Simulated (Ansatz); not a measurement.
# AlFH$_{3}$O$_{2}$ (doublet): what the fields show

```xyz
7

Al    0.2671   -0.3711    0.7486
F    -0.1657   -1.8534    1.3828
O     1.3946    0.0073   -0.4432
H     2.0736   -0.5548   -0.8127
H    -1.2003    0.6164    0.6764
O    -0.1222    0.4785    2.2211
H    -0.7295   -0.0760    2.7291
```

Not at a stationary point (largest force 1.5 eV/Å).

The calculation used Ansatz 0.2.0, UKS PBE0-D4/def2-SVP.

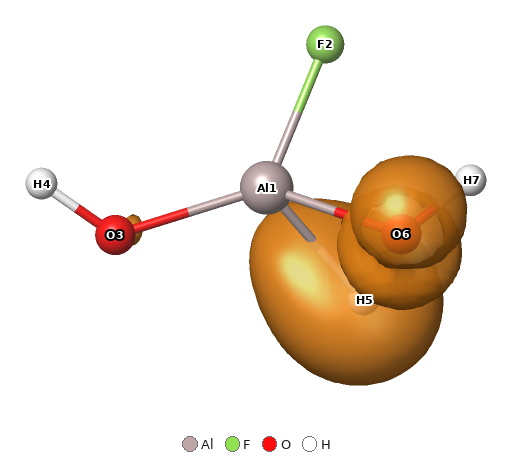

Figure 1. Isosurface of the spin density at +0.04 e/Å³ (orange), seen across its widest extent.

Describe the spin distribution.

The unpaired spin (1 electron) lies mostly on H5 (about 0.4), O6 (about 0.4) and Al1 (about 0.2), in electrons by Hirshfeld's partition.

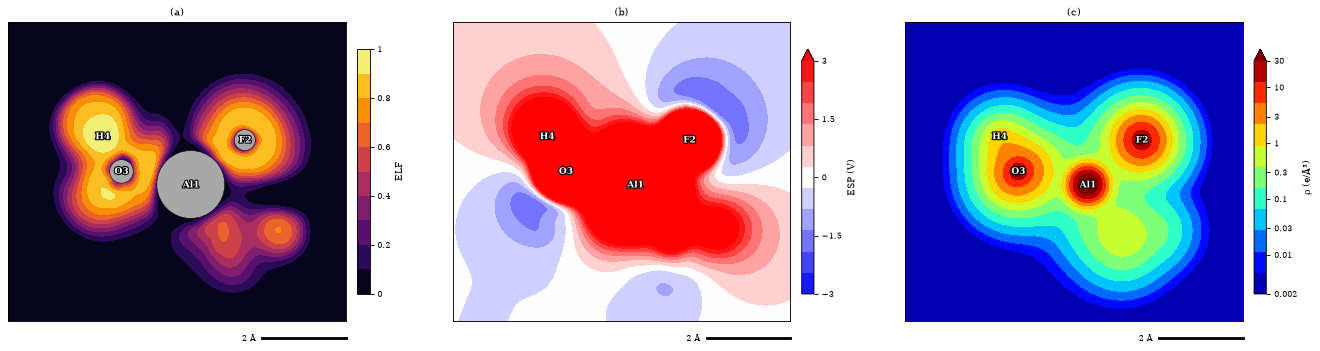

Figure 2. (a) ELF; (b) electrostatic potential; (c) total electron density on the plane of atoms F2, Al1 and O3. Grey discs cover the atomic cores in the ELF map.

Describe what can be read from this map.

The plane passes through Al, F, O and H nuclei.
Al–F (1.67 Å): the density is about 0.79 e/Å³ at the midpoint; the ELF peaks at about 0.85 in the valence shell of F, 0.6 Å from its nucleus, and is about 0.30 at the midpoint.
Al–O (1.68 Å): the density is about 0.87 e/Å³ at the midpoint; the ELF peaks at about 0.85 in the valence shell of O, 0.6 Å from its nucleus, and is about 0.40 at the midpoint.
O–H (0.96 Å): ρ is about 3.7 e/Å³ halfway; the ELF climbs to about 1 towards the hydrogen, as it does in any bond to H: a covalent bond by its length.
The ELF also peaks beside O3 and F2, away from the bonds: non-bonding electrons, paired or unpaired.
Outside the dense part of the molecule the potential is most negative (−1.8 V) near F2.

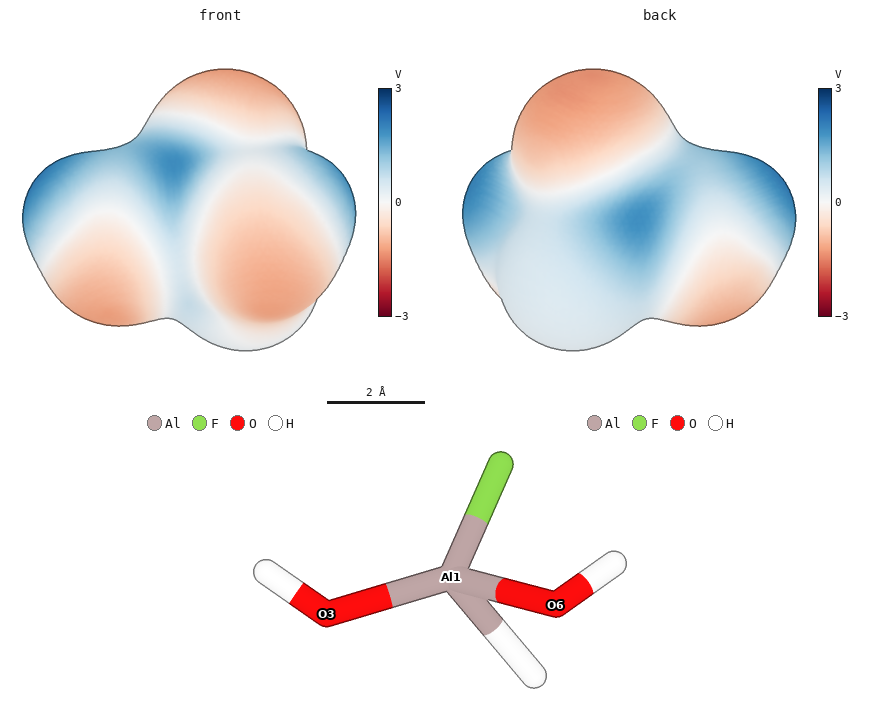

Figure 3. The molecular electrostatic potential painted on the density surface at 0.001 e/bohr³, seen from the front and from behind; the colour scale runs from red (negative) to blue (positive). The bare structure is drawn below in the same view.

Which sites attract a positive test charge, and which a negative one?

A positive charge is drawn to the negative regions and a negative charge to the positive ones. The most negative region (about −1.3 V) lies over F2, the most positive (about +2.1 V) over H4.

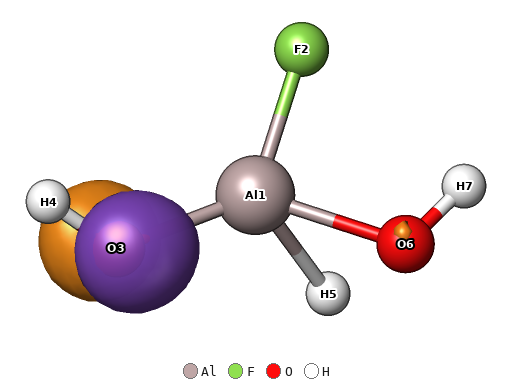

Figure 4. The HOMO−1 (α) at ±0.3 Å⁻³ᐟ² (orange and purple are the two phases), seen at a tilt.

What is the character of this orbital?

By Hirshfeld shares it lies mainly on O3 (about 80 %); largely a lone pair of O3. Its energy is −9.41 eV.
